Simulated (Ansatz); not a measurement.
# BH2O (SMILES [BH]O): UHF/3-21G

Aim: the vertical ionisation energy of BH2O at UHF/3-21G, from 2 runs. 

Program for the calculation: Ansatz 0.2.0.

50 further runs of the same task are left out: 50 set aside as unsound or not needed.

## Step 1: The molecule

BH2O: 4 atoms, total charge 0, spin state doublet. SMILES: `[BH]O`. The coordinates come from a PBE0-D4/def2-TZVP relaxation.

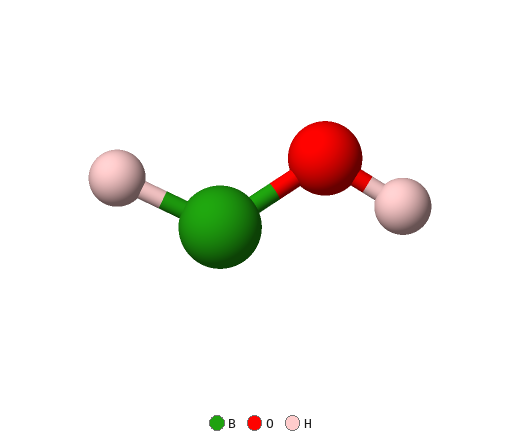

Viewed from a chosen angle; boron green, oxygen red, hydrogen pink.

## Step 2: The energy at UHF/3-21G

Contents of in.yaml:

```yaml
crystal:
  periodic: [false, false, false]
  atoms:
    - {symbol: B, position_ang: [-0.006100, -0.485500, 0.388300]}
    - {symbol: O, position_ang: [0.119700, 0.544500, -0.448600]}
    - {symbol: H, position_ang: [-1.064200, -1.032400, 0.540300]}
    - {symbol: H, position_ang: [1.006100, 0.913200, -0.500300]}
basis:
  gaussian:
    orbitals: 3-21G.json
magnetization:
  spin_polarized: true
  initial_magnetization: 1
hamiltonian:
  xc: hf
accuracy: high
output: {orbitals: {seedname: orbitals}}
```

The basis set 3-21G is read from a file made from the Basis Set Exchange's data (not shown).

Launch:

```bash
$ ansatz run in.yaml --threads 1 --pin off --max-ram 3480MiB --events-out events.jsonl --progress --plain --runs-dir runs
```

Log:

```text
Warning: RAYON_NUM_THREADS=1 ignored (pool sized by the plan → 1); use --threads N
Functional definition: HF
  name "HF"
  exchange = exact_x
  correlation = 0
431 factors; integrals over basis functions are off by at most 4.4e-9 eV
mean field evaluation 1: about -2722.9462 eV, gradient 1.7e1 eV
mean field evaluation 2: about -2722.9456 eV, gradient 1.7e1 eV
mean field evaluation 4: about -2724.4122 eV, gradient 2.0e0 eV
mean field evaluation 8: about -2724.4875 eV, gradient 1.1e-1 eV
mean field -2724.48773685 eV, -100.1230776051 hartree, gradient 3.5e-8 eV, S^2 0.752844; 0 other end points of the search recorded, 0 dependent functions left out
reference -2724.48773685 eV, -100.1230776051 hartree; 8, 7 occupied and 14, 15 virtual orbitals, 431 factors
Total energy: -2724.48773685 eV, -100.1230776051 hartree
```

It took 0.12 s on 1 thread of Arm Neoverse V1, shared host.

## Step 3: The singlet cation, same level

Contents of job.yaml:

```yaml
crystal:
  periodic: [false, false, false]
  atoms:
    - {symbol: B, position_ang: [-0.006100, -0.485500, 0.388300]}
    - {symbol: O, position_ang: [0.119700, 0.544500, -0.448600]}
    - {symbol: H, position_ang: [-1.064200, -1.032400, 0.540300]}
    - {symbol: H, position_ang: [1.006100, 0.913200, -0.500300]}
basis:
  gaussian:
    orbitals: 3-21G.json
total_charge: 1
hamiltonian:
  xc: hf
accuracy: high
output:
  orbitals: {seedname: orbitals}
```

The basis set 3-21G is read from a file made from the Basis Set Exchange's data (not shown).

Launch:

```bash
$ ansatz run job.yaml --threads 1 --pin off --max-ram 3480MiB --events-out events.jsonl --progress --plain --runs-dir runs
```

Log:

```text
Warning: RAYON_NUM_THREADS=1 ignored (pool sized by the plan → 1); use --threads N
[... 4 set-up lines as earlier in the session ...]
431 factors; integrals over basis functions are off by at most 4.4e-9 eV
mean field evaluation 1: about -2709.7864 eV, gradient 6.0e1 eV
mean field evaluation 2: about -2709.7822 eV, gradient 6.0e1 eV
mean field evaluation 4: about -2716.2635 eV, gradient 3.1e0 eV
mean field evaluation 8: about -2716.2970 eV, gradient 1.7e-1 eV
mean field -2716.29725583 eV, -99.8220829793 hartree, gradient 2.2e-8 eV, S^2 0.000000; 0 other end points of the search recorded, 0 dependent functions left out
reference -2716.29725583 eV, -99.8220829793 hartree; 7, 7 occupied and 15, 15 virtual orbitals, 431 factors
Total energy: -2716.29725583 eV, -99.8220829793 hartree
```

Run time: 0.1 s. Hardware: 1 thread of Arm Neoverse V1, shared host.

## Step 4: Summary of results

At UHF/3-21G:

| quantity | value |
| --- | --- |
| doublet BH2O: total energy | -100.12308 Eh |
| doublet BH2O: HOMO energy (highest over α and β) | -8.91 eV |
| doublet BH2O: LUMO energy (lowest over α and β) | 3.58 eV |
| doublet BH2O: ⟨S²⟩ | 0.753 |
| singlet cation: total energy | -99.82208 Eh |
| singlet cation: HOMO energy | -23.49 eV |
| singlet cation: LUMO energy | -7.40 eV |
| singlet cation: HOMO–LUMO gap | 16.09 eV |
| vertical ionisation energy (to the singlet cation) | 8.190 eV |

Removing an electron at fixed nuclei costs 8.19 eV (189 kcal/mol). Only the singlet of the ionised species was computed; a triplet could lie lower.
